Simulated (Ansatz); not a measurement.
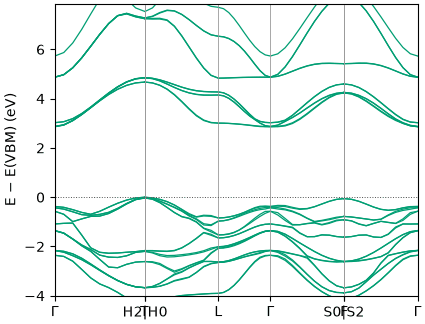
Figure. Band structure from plane-wave PAW r²SCAN with spin–orbit coupling (Ansatz code)

**Question.** Read off the gap and where the band edges lie.

**Answer.** About 2.9 eV (2.86 eV by a search for the band edges); maximum at T, minimum at Γ.

The material is BaTiO₃ in space group R3m (No. 160; Ba on 3a, Ti on 3a, O on 9b).

This is a known low-temperature phase of the composition, computed here at zero pressure and temperature. Symmetry was held in the r²SCAN relaxation; of distortions, only those at the zone centre were tested. No spin polarisation was allowed.

Potentials: the earlier of the program's two PAW sets.
